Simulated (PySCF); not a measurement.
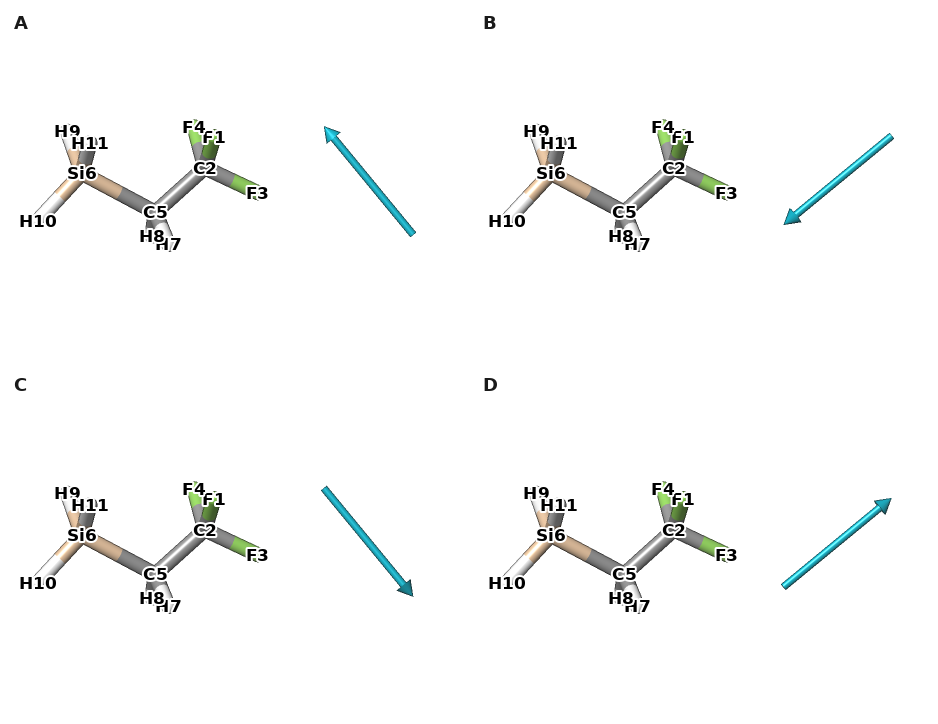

The same molecule four times, each with an arrow. The computed structure is the end point of a GFN2-xTB optimisation. No frequency run is at hand to confirm it as a minimum. Level of theory: PBE0/def2-SVPD, gas phase (PySCF 2.14.0).

Which arrow points along the dipole moment, from the negative to the positive end?

Answer. B. The dipole moment is 2.43 D; it points from the side of F1, F3, F4 to the side of H10 (the outermost atoms at the two ends).

The geometry is semi-empirical. Around Si such bond lengths and angles can be off by a tenth of an ångström or more and by several degrees, and values that hang on the shape move with them.
